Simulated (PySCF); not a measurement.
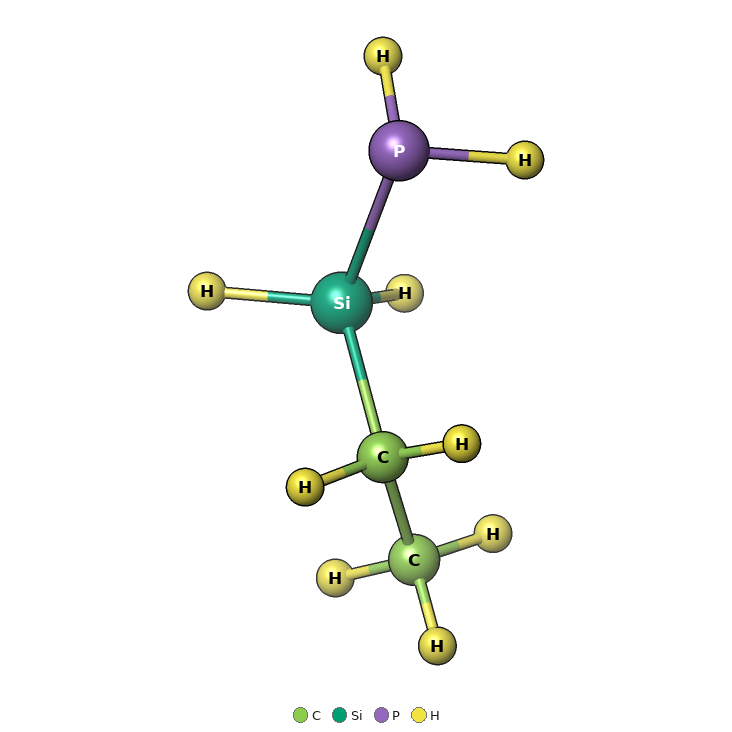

Orthographic view. Distant atoms are faded towards the background colour. Geometry: a distorted geometry made from a computed GFN2-xTB structure, not a minimum.

### Write the InChI string.

InChI=1S/C2H9PSi/c1-2-4-3/h2-4H2,1H3
